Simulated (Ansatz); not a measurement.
# CH4ClGa (SMILES [CH3][GaH][Cl]): wB97X/def2-SVP

What is the vertical ionisation energy of CH4ClGa at wB97X/def2-SVP? 

Program for the calculation: Ansatz 0.2.0.

62 further runs of the same task are left out: 62 set aside as unsound or not needed. Runs told in other sessions of the task aren't counted.

## (1) The structure to begin with

The species is CH4ClGa (7 atoms), meant as a singlet with charge 0. SMILES: `[CH3][GaH][Cl]`. Geometry: relaxed at PBE0-D4/def2-TZVP.

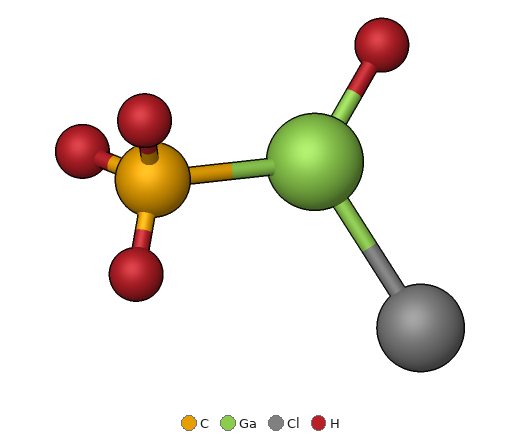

Viewed from a chosen angle; carbon amber, gallium green, chlorine grey, hydrogen red.

## (2) A single-point energy at wB97X/def2-SVP

File run.yaml:

```yaml
crystal:
  periodic: [false, false, false]
  atoms:
    - {symbol: C, position_ang: [-0.730500, 0.588300, -0.200700]}
    - {symbol: Ga, position_ang: [0.846300, -0.538100, 0.035700]}
    - {symbol: Cl, position_ang: [0.865000, -1.794800, 1.792800]}
    - {symbol: H, position_ang: [-0.435900, 1.637200, -0.283800]}
    - {symbol: H, position_ang: [-1.418300, 0.473600, 0.636300]}
    - {symbol: H, position_ang: [-1.245900, 0.318700, -1.126000]}
    - {symbol: H, position_ang: [2.119300, -0.684800, -0.854300]}
basis:
  gaussian:
    orbitals: def2-SVP
hamiltonian:
  xc: {name: wB97X}
accuracy: high
output: {orbitals: {seedname: orbitals}}
```

Started as:

```
$ ansatz run run.yaml --threads 1 --pin off --max-ram 3480MiB --events-out events.jsonl --progress --plain --runs-dir runs
```

Output:

```text
Warning: RAYON_NUM_THREADS=1 ignored (pool sized by the plan → 1); use --threads N
Functional definition: wB97X
  name "wB97X"
  parameter omega = 0.3/bohr
  parameter cx = 0.157706
  parameter cx1 = 0.726479
  parameter cx2 = 1.04760
  parameter cx3 = -5.70635
  parameter cx4 = 13.2794
  parameter css1 = -4.33879
  parameter css2 = 18.2308
  parameter css3 = -31.7430
  parameter css4 = 17.2901
  parameter cos1 = 2.37031
  parameter cos2 = -11.3995
  parameter cos3 = 6.58405
  parameter cos4 = -3.78132
  exchange = spin_sum(e_x_unif_sr(omega)*poly(b97_u_x, 1 - cx, cx1, cx2, cx3, cx4)) + cx*exact_x_sr(omega)
      + exact_x_lr(omega)
  correlation = spin_sum(e_c_pw_same_spin*poly(b97_u_same, 1, css1, css2, css3, css4))
      + integral(e_c_pw_opposite_spin*poly(b97_u_opposite, 1, cos1, cos2, cos3, cos4))
1770 factors; integrals over basis functions are off by at most 8.8e-9 eV
348 factors; integrals over basis functions are off by at most 2.2e-9 eV
mean field evaluation 1: about -65991.0427 eV, gradient 3.6e1 eV
mean field evaluation 2: about -65992.1958 eV, gradient 3.1e1 eV
mean field evaluation 4: about -65993.9366 eV, gradient 9.7e-1 eV
mean field evaluation 8: about -65993.9993 eV, gradient 6.5e-2 eV
mean field evaluation 16: about -65993.9993 eV, gradient 1.4e-5 eV
mean field -65993.99932289 eV, -2425.2347427767 hartree, gradient 2.6e-8 eV, S^2 0.000000; 0 other end points of the search recorded, 0 dependent functions left out
reference -65993.99931988 eV, -2425.2347426661 hartree; 29, 29 occupied and 55, 55 virtual orbitals, 1770 factors
Total energy: -65993.99931988 eV, -2425.2347426661 hartree
```

Run time: 12 s. Hardware: 1 thread of Intel Xeon 6975P-C (Granite Rapids), shared host; peak memory 0.5 GiB.

## (3) The doublet cation at the same level

File job.yaml:

```yaml
crystal:
  periodic: [false, false, false]
  atoms:
    - {symbol: C, position_ang: [-0.730500, 0.588300, -0.200700]}
    - {symbol: Ga, position_ang: [0.846300, -0.538100, 0.035700]}
    - {symbol: Cl, position_ang: [0.865000, -1.794800, 1.792800]}
    - {symbol: H, position_ang: [-0.435900, 1.637200, -0.283800]}
    - {symbol: H, position_ang: [-1.418300, 0.473600, 0.636300]}
    - {symbol: H, position_ang: [-1.245900, 0.318700, -1.126000]}
    - {symbol: H, position_ang: [2.119300, -0.684800, -0.854300]}
basis:
  gaussian: {orbitals: def2-SVP}
accuracy: high
total_charge: 1
magnetization: {spin_polarized: true, initial_magnetization: 1}
output: {orbitals: {seedname: orbitals}}
hamiltonian: {xc: {name: wB97X}}
```

Started as:

```
$ ansatz run job.yaml --threads 1 --pin off --max-ram 3480MiB --events-out events.jsonl --progress --plain --runs-dir runs
```

Output, cut to the lines that bear on the results:

```text
Warning: RAYON_NUM_THREADS=1 ignored (pool sized by the plan → 1); use --threads N
[... 2 set-up lines as earlier in the session ...]
[...]
      + exact_x_lr(omega)
[...]
      + integral(e_c_pw_opposite_spin*poly(b97_u_opposite, 1, cos1, cos2, cos3, cos4))
1769 factors; integrals over basis functions are off by at most 8.8e-9 eV
348 factors; integrals over basis functions are off by at most 2.2e-9 eV
[...]
mean field -65983.42069956 eV, -2424.8459855401 hartree, gradient 8.2e-8 eV, S^2 0.764065; 6 other end points of the search recorded, 0 dependent functions left out
reference -65983.42069666 eV, -2424.8459854333 hartree; 29, 28 occupied and 55, 56 virtual orbitals, 1769 factors
Total energy: -65983.42069666 eV, -2424.8459854333 hartree
```

Wall time 36 s (1 thread of Intel Xeon 6975P-C (Granite Rapids), shared host); peak memory 0.84 GiB.

## (4) Results

At wB97X/def2-SVP:

```
                                          quantity           value
                     singlet CH4ClGa: total energy  -2425.23474 Eh
                      singlet CH4ClGa: HOMO energy       -10.36 eV
                      singlet CH4ClGa: LUMO energy         0.68 eV
                    singlet CH4ClGa: HOMO–LUMO gap        11.04 eV
                      doublet cation: total energy  -2424.84599 Eh
doublet cation: HOMO energy (highest over α and β)       -16.89 eV
 doublet cation: LUMO energy (lowest over α and β)       -10.76 eV
                              doublet cation: ⟨S²⟩           0.764
vertical ionisation energy (to the doublet cation)       10.579 eV
```

**Reading.** Removing an electron at fixed nuclei costs 10.58 eV (244 kcal/mol). −ε(HOMO) before ionisation, 10.36 eV, is 0.22 eV below this ionisation energy.
